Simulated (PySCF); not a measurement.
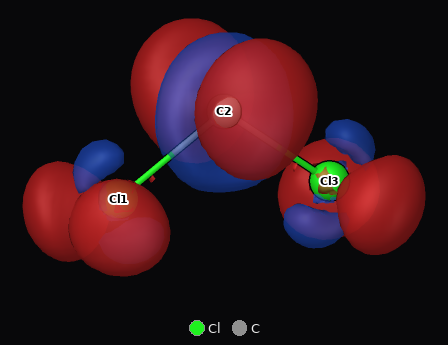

Figure 1: CCl2, SMILES `Cl[C]Cl`. Fukui function f⁺ = ρ(N+1) − ρ(N) at fixed geometry, surfaces at ±0.03 e/Å³ (red positive, blue negative).

Computed with PySCF, B3LYP/6-311+G**, geometry: GFN2-xTB. No frequency check shows the geometry to be a minimum. GFN2-xTB bond lengths at metals and heavier atoms can be off by up to 0.1 Å and shapes distorted, which carries into these values.

Which atoms respond most to the addition of an electron?

Answer. f⁺ (Hirshfeld-condensed) is largest on C2 (0.39) and Cl1 and Cl3 (0.31 each); the vertical electron affinity is 1.11 eV (the stability of the anion's solution wasn't checked; the anion's highest orbital has positive energy, so this value and f⁺ depend on the basis). Condensed values hint at sites of nucleophilic attack but needn't mark the atom that reacts. Orbital relaxation makes it negative in places (0.19 e in all).
